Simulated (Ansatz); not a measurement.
# SVWN5/STO-3G run of HBS (hydrogen boron sulfide)

Aim: the energy change on altering one bond length of HBS (hydrogen boron sulfide) at SVWN5/STO-3G, from 2 runs. 

The results are computed with Ansatz 0.2.0.

70 further runs of the same task are left out: 11 that didn't finish, 59 set aside as unsound or not needed.

### 1 The structure to begin with

The species is HBS (3 atoms), meant as a singlet with charge 0. SMILES: `B=S`. The shape is that of a GFN2-xTB optimisation.

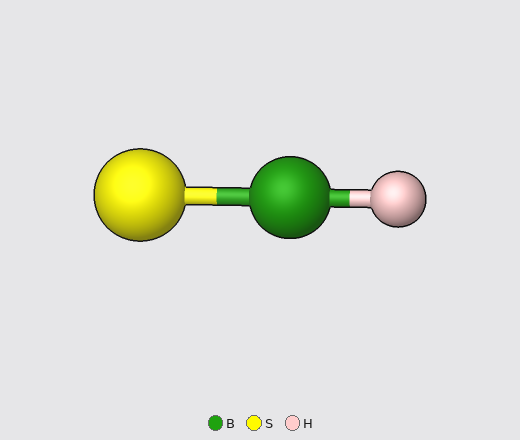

The structure, seen from a chosen angle (boron green, sulfur yellow, hydrogen pink).

### 2 The energy at SVWN5/STO-3G

Contents of in.yaml:

```yaml
crystal:
  periodic: [false, false, false]
  atoms:
    - symbol: B
      position_ang: [-0.041030, -0.016100, 0.142540]
    - symbol: S
      position_ang: [0.395320, 0.146510, -1.379660]
    - symbol: H
      position_ang: [-0.354300, -0.130410, 1.237110]
basis:
  gaussian: {orbitals: STO-3G}
hamiltonian: {xc: {name: SVWN5}}
accuracy: high
```

Command:

```bash
$ ansatz run in.yaml --threads 1 --pin off --max-ram 2610MiB --events-out events.jsonl --progress --plain --runs-dir runs
```

What it wrote:

```text
Warning: RAYON_NUM_THREADS=1 ignored (pool sized by the plan → 1); use --threads N
Functional definition: SVWN5
  name "SVWN5"
  exchange = slater_x
  correlation = vwn5_c
243 factors; integrals over basis functions are off by at most 1.2e-8 eV
mean field evaluation 1: about -11353.4833 eV, gradient 5.2e0 eV
mean field evaluation 2: about -11352.9356 eV, gradient 1.3e1 eV
mean field evaluation 4: about -11353.5650 eV, gradient 4.7e-1 eV
mean field evaluation 8: about -11353.5189 eV, gradient 1.8e-3 eV
mean field evaluation 16: about -11353.5189 eV, gradient 8.6e-9 eV
mean field -11353.51891986 eV, -417.2341246134 hartree, gradient 8.6e-9 eV, S^2 0.000000; 0 other end points of the search recorded, 0 dependent functions left out
reference -11353.51892125 eV, -417.2341246645 hartree; 11, 11 occupied and 4, 4 virtual orbitals, 243 factors
Total energy: -11353.51892125 eV, -417.2341246645 hartree
```

Run time: 0.42 s. Hardware: 1 thread of Arm Neoverse V1, shared host.

### 3 The distorted shape, same level

Contents of in.yaml:

```yaml
crystal:
  periodic: [false, false, false]
  atoms:
    - {symbol: B, position_ang: [-0.150119, -0.056753, 0.523097]}
    - {symbol: S, position_ang: [0.395320, 0.146510, -1.379660]}
    - {symbol: H, position_ang: [-0.463389, -0.171063, 1.617667]}
basis:
  gaussian:
    orbitals: STO-3G
hamiltonian:
  xc: {name: SVWN5}
accuracy: high
```

Command:

```bash
$ ansatz run in.yaml --threads 1 --pin off --max-ram 2610MiB --events-out events.jsonl --progress --plain --runs-dir runs
```

What it wrote:

```text
Warning: RAYON_NUM_THREADS=1 ignored (pool sized by the plan → 1); use --threads N
[... 4 set-up lines as earlier in the session ...]
239 factors; integrals over basis functions are off by at most 1.2e-8 eV
mean field evaluation 1: about -11349.7061 eV, gradient 1.5e1 eV
mean field evaluation 2: about -11292.5285 eV, gradient 1.2e2 eV
mean field evaluation 4: about -11350.5389 eV, gradient 4.8e0 eV
mean field evaluation 8: about -11350.6163 eV, gradient 1.6e-2 eV
mean field evaluation 16: about -11350.5517 eV, gradient 4.3e-6 eV
mean field -11350.55167656 eV, -417.1250804334 hartree, gradient 2.2e-8 eV, S^2 0.000000; 0 other end points of the search recorded, 0 dependent functions left out
reference -11350.55167801 eV, -417.1250804866 hartree; 11, 11 occupied and 4, 4 virtual orbitals, 239 factors
Total energy: -11350.55167801 eV, -417.1250804866 hartree
```

Run time: 0.42 s. Hardware: 1 thread of Arm Neoverse V1, shared host.

### 4 Outcome

Level: SVWN5/STO-3G.

```
                                                         quantity          value
                                        first shape: total energy  -417.23412 Eh
                                    distorted shape: total energy  -417.12508 Eh
energy change with the B1–S2 bond stretched from 1.592 to 1.990 Å       2.967 eV
```

In words: With the B1–S2 bond stretched from 1.592 to 1.990 Å the energy rises by 2.97 eV (68 kcal/mol). The first shape isn't relaxed at this level, so the change isn't measured from a minimum. The minimal basis adds a large error of its own.
